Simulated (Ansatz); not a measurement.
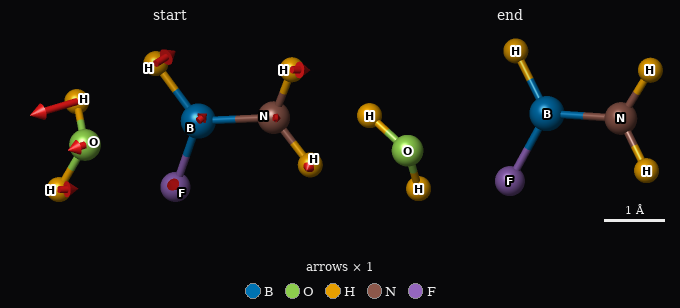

The structure of BNH$_{5}$OF before (left) and after (right) a relaxation, at one scale. The red arrows give the displacements, at their true length.

A ball-and-stick model, seen at a tilt.

The run prepares an end point of a later path (reaction) calculation, from a guessed geometry.

These are results of RHF/def2-SVP (Ansatz), not measurements.

The input:
```yaml
crystal:
  periodic: [false, false, false]
  atoms:
    - { symbol: B, position_ang: [0.116197, 0.456509, -0.433979] }
    - { symbol: O, position_ang: [-0.022817, 0.145653, 2.162862] }
    - { symbol: H, position_ang: [-0.820835, -0.355841, 2.232249] }
    - { symbol: "N", position_ang: [1.344183, 0.056463, -0.945977] }
    - { symbol: H, position_ang: [1.499376, -0.851963, -1.334905] }
    - { symbol: H, position_ang: [2.164418, 0.610419, -0.832349] }
    - { symbol: F, position_ang: [-0.951456, -0.328535, -0.577372] }
    - { symbol: H, position_ang: [-0.023996, 1.541116, 0.044752] }
    - { symbol: H, position_ang: [-0.29157, 1.006979, 1.815318] }
basis:
  gaussian: { orbitals: def2-SVP }
hamiltonian:
  xc: hf
relax:
  f_tol: 0.03
  max_steps: 50
```

Launched with:
```bash
ansatz run input.yaml --threads 1 --pin off --max-ram 2048MiB --backend cpu --events-out ev --progress --plain --runs-dir out
```

Summarise the run.

Answer. After 11 geometry steps the energy has fallen by 4.14 kcal/mol. The largest force component goes from 1.2 to 0.025 eV/Å. The atom that moves furthest after the best rigid fit is H9 (0.90 Å). By element the largest moves are H 0.90 Å, O 0.33 Å, F 0.24 Å, B 0.21 Å, N 0.13 Å. Some distances before and after: O2–H9 0.967 → 0.945 Å, B1–F7 1.333 → 1.339 Å.

Limits of the set-up: Hartree-Fock leaves out electron correlation.
